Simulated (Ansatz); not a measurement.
**C8H18 (2-methylheptane): a chain of runs**

Wanted: a series of 40 runs (HF/6-31G, B2PLYP/6-31G, RPA@PBE/6-31G, MP2/6-31G) of C8H18. 

The calculation is run with Ansatz 0.2.0.

## 1. The system as given

C8H18 has 26 atoms, charge 0, and is taken as a singlet. SMILES: `CCCCCC(C)C`. The H13–C2 distance was set to 0.877 Å, away from the relaxed value.

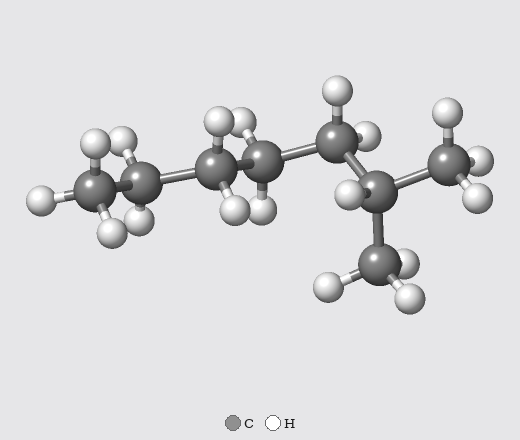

The structure, seen from a chosen angle (carbon grey, hydrogen white).

## 2. The energy at HF/6-31G (run 1)

Contents of input.yaml:

```yaml
crystal:
  periodic: [false, false, false]
  atoms:
    - {symbol: C, position_ang: [-1.277757, -2.811696, -2.136386]}
    - {symbol: C, position_ang: [-1.407757, -1.308796, -1.960686]}
    - {symbol: C, position_ang: [-0.732657, -0.795796, -0.699386]}
    - {symbol: C, position_ang: [-0.853357, 0.709604, -0.527286]}
    - {symbol: C, position_ang: [-0.279557, 1.242704, 0.779014]}
    - {symbol: C, position_ang: [1.205943, 0.977204, 1.017514]}
    - {symbol: C, position_ang: [2.077343, 1.553504, -0.088886]}
    - {symbol: C, position_ang: [1.623743, 1.530204, 2.372214]}
    - {symbol: H, position_ang: [-1.726957, -3.346596, -1.294686]}
    - {symbol: H, position_ang: [-1.770157, -3.155596, -3.048886]}
    - {symbol: H, position_ang: [-0.227457, -3.111896, -2.192286]}
    - {symbol: H, position_ang: [-2.467757, -1.029796, -1.940786]}
    - {symbol: H, position_ang: [-1.064400, -0.900000, -2.656600]}
    - {symbol: H, position_ang: [-1.167157, -1.297696, 0.175014]}
    - {symbol: H, position_ang: [0.323743, -1.088096, -0.718886]}
    - {symbol: H, position_ang: [-0.376957, 1.209704, -1.378286]}
    - {symbol: H, position_ang: [-1.912757, 0.986604, -0.578886]}
    - {symbol: H, position_ang: [-0.446557, 2.326504, 0.825614]}
    - {symbol: H, position_ang: [-0.845857, 0.814004, 1.615214]}
    - {symbol: H, position_ang: [1.360643, -0.108796, 1.040114]}
    - {symbol: H, position_ang: [1.858143, 1.105904, -1.060886]}
    - {symbol: H, position_ang: [1.924443, 2.634304, -0.177986]}
    - {symbol: H, position_ang: [3.136943, 1.385204, 0.120214]}
    - {symbol: H, position_ang: [2.673143, 1.311504, 2.585914]}
    - {symbol: H, position_ang: [1.498543, 2.617604, 2.401614]}
    - {symbol: H, position_ang: [1.020343, 1.105304, 3.178914]}
basis:
  gaussian:
    orbitals: 6-31G
hamiltonian:
  xc: hf
```

Launch:

```
$ ansatz run input.yaml --threads 1 --pin off --max-ram 2610MiB --events-out events.jsonl --progress --plain --runs-dir runs
```

The program printed:

```text
Warning: RAYON_NUM_THREADS=1 ignored (pool sized by the plan → 1); use --threads N
Functional definition: HF
  name "HF"
  exchange = exact_x
  correlation = 0
1592 factors; integrals over basis functions are off by at most 1.8e-4 eV
mean field evaluation 1: about -8520.3458 eV, gradient 3.6e1 eV
mean field evaluation 2: about -8520.3356 eV, gradient 3.6e1 eV
mean field evaluation 4: about -8524.1972 eV, gradient 3.4e0 eV
mean field evaluation 8: about -8524.2301 eV, gradient 8.5e-3 eV
mean field -8524.23007657 eV, -313.2596773831 hartree, gradient 1.5e-5 eV, S^2 0.000000; 0 other end points of the search recorded, 0 dependent functions left out
reference -8524.23007657 eV, -313.2596773831 hartree; 33, 33 occupied and 75, 75 virtual orbitals, 1592 factors
Total energy: -8524.23007657 eV, -313.2596773831 hartree
```

Wall time 3.3 s (1 thread of Arm Neoverse V1, shared host); peak memory 0.26 GiB.

## 3. The distorted shape: the energy at HF/6-31G (run 2)

Contents of molecule.yaml:

```yaml
crystal:
  periodic: [false, false, false]
  atoms:
    - {symbol: C, position_ang: [-1.320662, -2.862778, -2.049427]}
    - {symbol: C, position_ang: [-1.450662, -1.359878, -1.873727]}
    - {symbol: C, position_ang: [-0.775562, -0.846878, -0.612427]}
    - {symbol: C, position_ang: [-0.896262, 0.658522, -0.440327]}
    - {symbol: C, position_ang: [-0.322462, 1.191622, 0.865973]}
    - {symbol: C, position_ang: [1.163038, 0.926122, 1.104473]}
    - {symbol: C, position_ang: [2.034438, 1.502422, -0.001927]}
    - {symbol: C, position_ang: [1.580838, 1.479122, 2.459173]}
    - {symbol: H, position_ang: [-1.769862, -3.397678, -1.207727]}
    - {symbol: H, position_ang: [-1.813062, -3.206678, -2.961927]}
    - {symbol: H, position_ang: [-0.270362, -3.162978, -2.105327]}
    - {symbol: H, position_ang: [-2.510662, -1.080878, -1.853827]}
    - {symbol: H, position_ang: [-1.064400, -0.900000, -2.656600]}
    - {symbol: H, position_ang: [-1.210062, -1.348778, 0.261973]}
    - {symbol: H, position_ang: [0.280838, -1.139178, -0.631927]}
    - {symbol: H, position_ang: [-0.419862, 1.158622, -1.291327]}
    - {symbol: H, position_ang: [-1.955662, 0.935522, -0.491927]}
    - {symbol: H, position_ang: [-0.489462, 2.275422, 0.912573]}
    - {symbol: H, position_ang: [-0.888762, 0.762922, 1.702173]}
    - {symbol: H, position_ang: [1.317738, -0.159878, 1.127073]}
    - {symbol: H, position_ang: [1.815238, 1.054822, -0.973927]}
    - {symbol: H, position_ang: [1.881538, 2.583222, -0.091027]}
    - {symbol: H, position_ang: [3.094038, 1.334122, 0.207173]}
    - {symbol: H, position_ang: [2.630238, 1.260422, 2.672873]}
    - {symbol: H, position_ang: [1.455638, 2.566522, 2.488573]}
    - {symbol: H, position_ang: [0.977438, 1.054222, 3.265873]}
basis:
  gaussian:
    orbitals: 6-31G
hamiltonian:
  xc: hf
```

Launch:

```
$ ansatz run molecule.yaml --threads 1 --pin off --max-ram 2610MiB --events-out events.jsonl --progress --plain --runs-dir runs
```

The program printed:

```text
Warning: RAYON_NUM_THREADS=1 ignored (pool sized by the plan → 1); use --threads N
Functional definition: HF
  name "HF"
  exchange = exact_x
  correlation = 0
1592 factors; integrals over basis functions are off by at most 1.8e-4 eV
mean field evaluation 1: about -8521.4003 eV, gradient 3.6e1 eV
mean field evaluation 2: about -8521.3899 eV, gradient 3.6e1 eV
mean field evaluation 4: about -8525.1868 eV, gradient 3.4e0 eV
mean field evaluation 8: about -8525.2200 eV, gradient 8.6e-3 eV
mean field -8525.21998782 eV, -313.2960559507 hartree, gradient 1.5e-5 eV, S^2 0.000000; 0 other end points of the search recorded, 0 dependent functions left out
reference -8525.21998782 eV, -313.2960559507 hartree; 33, 33 occupied and 75, 75 virtual orbitals, 1592 factors
Total energy: -8525.21998782 eV, -313.2960559507 hartree
```

Run time: 3 s. Hardware: 1 thread of Arm Neoverse V1, shared host; peak memory 0.26 GiB.

Runs 3 to 33 aren't shown in full; the table further down has their settings and results.

## 4. The distorted shape: energy and forces at MP2/6-31G (run 34)

Contents of molecule.yaml:

```yaml
crystal:
  periodic: [false, false, false]
  atoms:
    - {symbol: C, position_ang: [-1.406511, -2.964989, -1.875428]}
    - {symbol: C, position_ang: [-1.536511, -1.462089, -1.699728]}
    - {symbol: C, position_ang: [-0.861411, -0.949089, -0.438428]}
    - {symbol: C, position_ang: [-0.982111, 0.556311, -0.266328]}
    - {symbol: C, position_ang: [-0.408311, 1.089411, 1.039972]}
    - {symbol: C, position_ang: [1.077189, 0.823911, 1.278472]}
    - {symbol: C, position_ang: [1.948589, 1.400211, 0.172072]}
    - {symbol: C, position_ang: [1.494989, 1.376911, 2.633172]}
    - {symbol: H, position_ang: [-1.855711, -3.499889, -1.033728]}
    - {symbol: H, position_ang: [-1.898911, -3.308889, -2.787928]}
    - {symbol: H, position_ang: [-0.356211, -3.265189, -1.931328]}
    - {symbol: H, position_ang: [-2.596511, -1.183089, -1.679828]}
    - {symbol: H, position_ang: [-1.064400, -0.900000, -2.656600]}
    - {symbol: H, position_ang: [-1.295911, -1.450989, 0.435972]}
    - {symbol: H, position_ang: [0.194989, -1.241389, -0.457928]}
    - {symbol: H, position_ang: [-0.505711, 1.056411, -1.117328]}
    - {symbol: H, position_ang: [-2.041511, 0.833311, -0.317928]}
    - {symbol: H, position_ang: [-0.575311, 2.173211, 1.086572]}
    - {symbol: H, position_ang: [-0.974611, 0.660711, 1.876172]}
    - {symbol: H, position_ang: [1.231889, -0.262089, 1.301072]}
    - {symbol: H, position_ang: [1.729389, 0.952611, -0.799928]}
    - {symbol: H, position_ang: [1.795689, 2.481011, 0.082972]}
    - {symbol: H, position_ang: [3.008189, 1.231911, 0.381172]}
    - {symbol: H, position_ang: [2.544389, 1.158211, 2.846872]}
    - {symbol: H, position_ang: [1.369789, 2.464311, 2.662572]}
    - {symbol: H, position_ang: [0.891589, 0.952011, 3.439872]}
basis:
  gaussian: {orbitals: 6-31G}
output: {forces: true}
correlation: {method: mp2}
```

Launch:

```
$ ansatz run molecule.yaml --threads 1 --pin off --max-ram 2610MiB --events-out events.jsonl --progress --plain --runs-dir runs
```

The program printed (excerpt; [...] marks lines left out):

```text
Warning: RAYON_NUM_THREADS=1 ignored (pool sized by the plan → 1); use --threads N
Functional definition: HF
  name "HF"
[...]
1592 factors; integrals over basis functions are off by at most 1.8e-4 eV
[...]
mean field -8525.24407549 eV, -313.2969411562 hartree, gradient 6.8e-6 eV, S^2 0.000000; 0 other end points of the search recorded, 0 dependent functions left out
8 core orbitals not correlated: weight in the atoms' cores, before any rotation towards them, 1.000 or more for the frozen orbitals, at most 0.000 for the correlated occupied ones
reference -8525.24407549 eV, -313.2969411562 hartree; 25, 25 occupied and 75, 75 virtual orbitals, 1592 factors
second order -20.15127993 eV of doubles, -0.00000000 eV of singles
[...]
Total energy: -8545.39535542 eV, -314.0374870347 hartree
Atom 0 at    -1.406511    -2.964989    -1.875428 Å, force     0.092164    -0.519114    -0.195696 eV/Å
[...]
Atom 16 at    -2.041511     0.833311    -0.317928 Å, force    -0.281672     0.055607    -0.015051 eV/Å
Atom 17 at    -0.575311     2.173211     1.086572 Å, force    -0.020616     0.285075     0.020725 eV/Å
Atom 18 at    -0.974611     0.660711     1.876172 Å, force    -0.153583    -0.121074     0.205751 eV/Å
Atom 19 at     1.231889    -0.262089     1.301072 Å, force     0.034074    -0.247737     0.010014 eV/Å
Atom 20 at     1.729389     0.952611    -0.799928 Å, force    -0.039299    -0.109714    -0.207709 eV/Å
Atom 21 at     1.795689     2.481011     0.082972 Å, force    -0.054850     0.239858     0.003490 eV/Å
Atom 22 at     3.008189     1.231911     0.381172 Å, force     0.245090    -0.050966     0.058654 eV/Å
Atom 23 at     2.544389     1.158211     2.846872 Å, force     0.245042    -0.065410     0.044857 eV/Å
Atom 24 at     1.369789     2.464311     2.662572 Å, force    -0.033962     0.239132    -0.020613 eV/Å
Atom 25 at     0.891589     0.952011     3.439872 Å, force    -0.136585    -0.114619     0.175184 eV/Å
Dipole moment:    -0.010147    -0.023637     0.010956 e Å
```

It took 12 s on 1 thread of Arm Neoverse V1, shared host; peak memory 0.33 GiB.

Runs 35 to 39 aren't shown in full; the table further down has their settings and results.

## 5. The distorted shape: energy and gradient at MP2/6-31G (run 40)

Contents of in.yaml:

```yaml
crystal:
  periodic: [false, false, false]
  atoms:
    - symbol: C
      position_ang: [-2.222018, -3.935921, -0.222564]
    - symbol: C
      position_ang: [-2.352018, -2.433021, -0.046864]
    - symbol: C
      position_ang: [-1.676918, -1.920021, 1.214436]
    - symbol: C
      position_ang: [-1.797618, -0.414621, 1.386536]
    - symbol: C
      position_ang: [-1.223818, 0.118479, 2.692836]
    - symbol: C
      position_ang: [0.261682, -0.147021, 2.931336]
    - symbol: C
      position_ang: [1.133082, 0.429279, 1.824936]
    - symbol: C
      position_ang: [0.679482, 0.405979, 4.286036]
    - symbol: H
      position_ang: [-2.671218, -4.470821, 0.619136]
    - symbol: H
      position_ang: [-2.714418, -4.279821, -1.135064]
    - symbol: H
      position_ang: [-1.171718, -4.236121, -0.278464]
    - symbol: H
      position_ang: [-3.412018, -2.154021, -0.026964]
    - symbol: H
      position_ang: [-1.064400, -0.900000, -2.656600]
    - symbol: H
      position_ang: [-2.111418, -2.421921, 2.088836]
    - symbol: H
      position_ang: [-0.620518, -2.212321, 1.194936]
    - symbol: H
      position_ang: [-1.321218, 0.085479, 0.535536]
    - symbol: H
      position_ang: [-2.857018, -0.137621, 1.334936]
    - symbol: H
      position_ang: [-1.390818, 1.202279, 2.739436]
    - symbol: H
      position_ang: [-1.790118, -0.310221, 3.529036]
    - symbol: H
      position_ang: [0.416382, -1.233021, 2.953936]
    - symbol: H
      position_ang: [0.913882, -0.018321, 0.852936]
    - symbol: H
      position_ang: [0.980182, 1.510079, 1.735836]
    - symbol: H
      position_ang: [2.192682, 0.260979, 2.034036]
    - symbol: H
      position_ang: [1.728882, 0.187279, 4.499736]
    - symbol: H
      position_ang: [0.554282, 1.493379, 4.315436]
    - symbol: H
      position_ang: [0.076082, -0.018921, 5.092736]
basis:
  gaussian:
    orbitals: 6-31G
output:
  forces: true
correlation:
  method: mp2
```

Launch:

```
$ ansatz run in.yaml --threads 1 --pin off --max-ram 2610MiB --events-out events.jsonl --progress --plain --runs-dir runs
```

The program printed (excerpt; [...] marks lines left out):

```text
Warning: RAYON_NUM_THREADS=1 ignored (pool sized by the plan → 1); use --threads N
Functional definition: HF
  name "HF"
[...]
1593 factors; integrals over basis functions are off by at most 1.8e-4 eV
[...]
mean field -8517.85805815 eV, -313.0255100254 hartree, gradient 1.2e-6 eV, S^2 0.000000; 1 other end points of the search recorded, 0 dependent functions left out; unrestricted orbitals would lower it
unrestricted determinant -8521.72556930 eV, -313.1676384388 hartree, S^2 1.0015
8 core orbitals not correlated: weight in the atoms' cores, before any rotation towards them, 1.000 or more for the frozen orbitals, at most 0.000 for the correlated occupied ones
reference -8517.85805815 eV, -313.0255100254 hartree; 25, 25 occupied and 75, 75 virtual orbitals, 1593 factors
second order -21.75359384 eV of doubles, -0.00000000 eV of singles
[...]
Total energy: -8539.61165199 eV, -313.8249398538 hartree
[...]
Atom 16 at    -2.857018    -0.137621     1.334936 Å, force    -0.282194     0.056680    -0.015311 eV/Å
Atom 17 at    -1.390818     1.202279     2.739436 Å, force    -0.019551     0.295016     0.026457 eV/Å
Atom 18 at    -1.790118    -0.310221     3.529036 Å, force    -0.151877    -0.120122     0.216288 eV/Å
Atom 19 at     0.416382    -1.233021     2.953936 Å, force     0.033620    -0.242811     0.008803 eV/Å
Atom 20 at     0.913882    -0.018321     0.852936 Å, force    -0.044873    -0.114118    -0.204819 eV/Å
Atom 21 at     0.980182     1.510079     1.735836 Å, force    -0.056144     0.243565     0.004579 eV/Å
Atom 22 at     2.192682     0.260979     2.034036 Å, force     0.249330    -0.050687     0.060646 eV/Å
Atom 23 at     1.728882     0.187279     4.499736 Å, force     0.248717    -0.065673     0.047002 eV/Å
Atom 24 at     0.554282     1.493379     4.315436 Å, force    -0.034812     0.240827    -0.020196 eV/Å
Atom 25 at     0.076082    -0.018921     5.092736 Å, force    -0.137424    -0.114779     0.174396 eV/Å
Dipole moment:     0.054908     0.029228    -0.113813 e Å
```

It took 17 s on 1 thread of Arm Neoverse V1, shared host; peak memory 0.33 GiB.

## 6. Overview of the runs

```csv
run,level,task,frozen core orbitals,bond length,energy (Eh),wall time
1,HF/6-31G,energy,–,0.8771,-313.259677,3.3 s
2,HF/6-31G,energy,–,0.9867,-313.296056,3 s
3,HF/6-31G,gradient,–,1.0964,-313.304064,5.4 s
4,HF/6-31G,energy,–,1.206,-313.296941,3.3 s
5,HF/6-31G,gradient,–,1.3705,-313.273076,5.7 s
6,HF/6-31G,energy,–,1.6446,-313.223539,3.3 s
7,HF/6-31G,energy,–,1.9187,-313.176267,3.3 s
8,HF/6-31G,energy,–,2.1928,-313.135212,3.3 s
9,HF/6-31G,energy,–,2.741,-313.071259,3.9 s
10,HF/6-31G,energy,–,3.2892,-313.025510,3.6 s
11,B2PLYP/6-31G,energy,8,0.8771,-315.029718,11 s
12,B2PLYP/6-31G,gradient,8,0.9867,-315.067365,29 s
13,B2PLYP/6-31G,energy,8,1.0964,-315.076943,11 s
14,B2PLYP/6-31G,energy,8,1.206,-315.071568,11 s
15,B2PLYP/6-31G,energy,8,1.3705,-315.050584,11 s
16,B2PLYP/6-31G,gradient,8,1.6446,-315.006568,31 s
17,B2PLYP/6-31G,energy,8,1.9187,-314.965860,11 s
18,B2PLYP/6-31G,gradient,8,2.1928,-314.932461,30 s
19,B2PLYP/6-31G,energy,8,2.741,-314.887240,11 s
20,B2PLYP/6-31G,energy,8,3.2892,-314.865107,17 s
21,RPA@PBE/6-31G,energy,8,0.8771,-314.475760,11 s
22,RPA@PBE/6-31G,energy,8,0.9867,-314.515878,11 s
23,RPA@PBE/6-31G,energy,8,1.0964,-314.527522,11 s
24,RPA@PBE/6-31G,energy,8,1.206,-314.523974,12 s
25,RPA@PBE/6-31G,energy,8,1.3705,-314.505534,11 s
26,RPA@PBE/6-31G,energy,8,1.6446,-314.465638,12 s
27,RPA@PBE/6-31G,energy,8,1.9187,-314.429002,12 s
28,RPA@PBE/6-31G,energy,8,2.1928,-314.399622,21 s
29,RPA@PBE/6-31G,energy,8,2.741,-314.361654,25 s
30,RPA@PBE/6-31G,energy,8,3.2892,-314.343728,25 s
31,MP2/6-31G,gradient,8,0.8771,-313.993383,12 s
32,MP2/6-31G,energy,8,0.9867,-314.032205,4.2 s
33,MP2/6-31G,energy,8,1.0964,-314.042488,4.2 s
34,MP2/6-31G,gradient,8,1.206,-314.037487,12 s
35,MP2/6-31G,gradient,8,1.3705,-314.016662,12 s
36,MP2/6-31G,gradient,8,1.6446,-313.972259,12 s
37,MP2/6-31G,energy,8,1.9187,-313.930571,4.8 s
38,MP2/6-31G,energy,8,2.1928,-313.895779,7.8 s
39,MP2/6-31G,energy,8,2.741,-313.847681,9 s
40,MP2/6-31G,gradient,8,3.2892,-313.824940,17 s
```

## 7. Results

| quantity | value |
| --- | --- |
| distorted shape, run 40: total energy | -313.82494 Eh |
| distorted shape, run 40: dipole moment (correlated density) | 0.62 D |
| distorted shape, run 40: correlation energy (8 core orbitals frozen) | -799.4 mEh |
| distorted shape, run 40: largest force on an atom | 1.284 eV/Å |

In words: In runs 17, 18, 19, 20, 29, 30, 37, 38 and more the log says that unrestricted orbitals would lower the reference, so the values rest on an unstable closed-shell determinant (other closed-shell runs at this shape may share the fault). In runs 7, 8, 9, 10, 17, 18, 19, 20 and more a closed-shell determinant meets a far-stretched bond, which it describes badly. All runs together took 7.7 min, the longest 31 s.
